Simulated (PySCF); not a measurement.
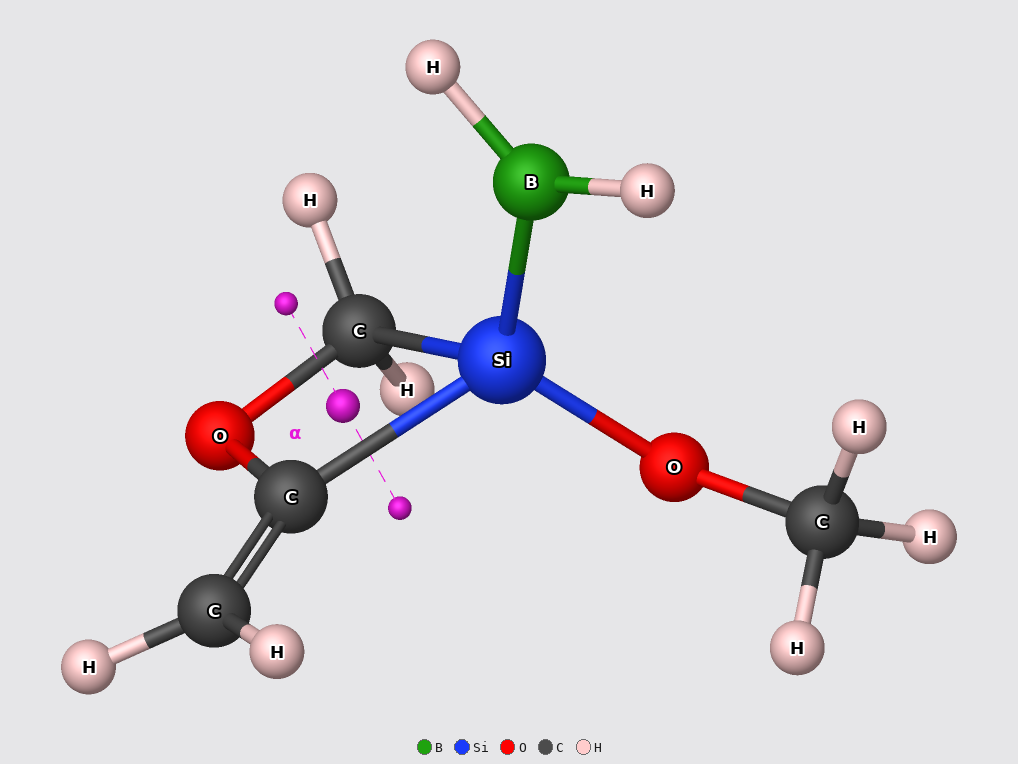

The small points mark where nucleus-independent chemical shifts (NICS) were computed: at the centre of each lettered ring and 1 Å above and below it. The geometry was computed by an optimisation with GFN2-xTB. No frequency run is at hand to confirm it as a minimum. Level of theory: GIAO PBE0/pcSseg-1 NMR shielding, non-relativistic, gas phase (PySCF 2.14.0).

Give NICS(0), NICS(1) and the out-of-plane component NICS(1)zz for each ring (means of the two sides).

```json
{"ring": "α", "members": "C2OSi", "NICS(0)": "2.3", "NICS(1)": "−0.1", "NICS(1)zz": "3.2"}
```

Values in ppm.

The geometry is semi-empirical. Around B, Si such bond lengths and angles can be off by a tenth of an ångström or more and by several degrees, and values that hang on the shape move with them.
